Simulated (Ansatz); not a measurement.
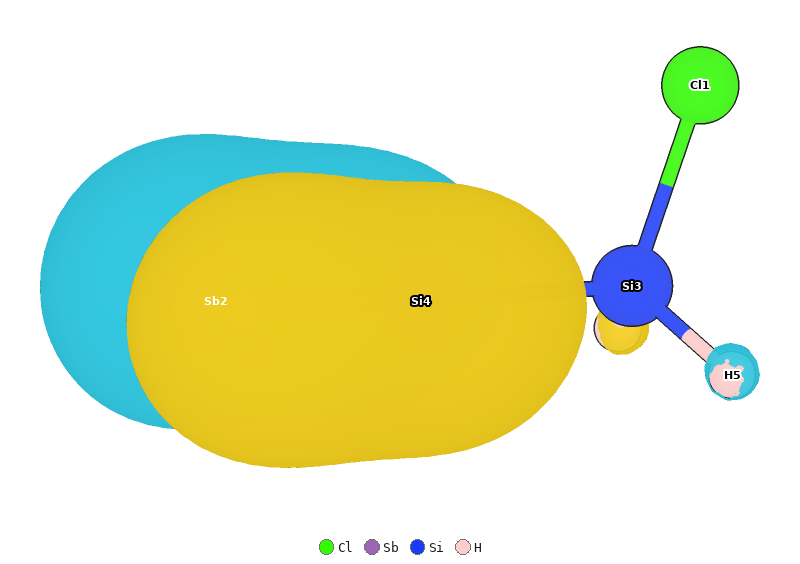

Figure 1: ClH2SbSi2 (SMILES Cl[SiH2][Si]#[Sb]). One frontier orbital at ±0.08 Å⁻³ᐟ² (yellow and cyan are the two phases), seen at a tilt.

Geometry: BLYP-D3(BJ)/def2-SVP; core potentials replace the inner electrons of Sb.

These are results of Ansatz 0.2.0, isolated molecule in a Gaussian basis; Kohn-Sham density functional theory, functional PBE0, not measurements.

```xyz
6

Cl   -0.9365    1.0840    2.2284
Sb    2.7703    1.3493   -2.0059
Si    0.0998   -0.4898    1.3126
Si    1.4739    0.3735   -0.3857
H    -0.8865   -1.4478    0.7200
H     0.9451   -1.1822    2.3361
```

> Which orbital is it: HOMO or LUMO?

The HOMO, at −6.33 eV. It lies mainly on Sb2 (about 55 %) and Si4 (about 40 %); π-bonding across Sb2–Si4.
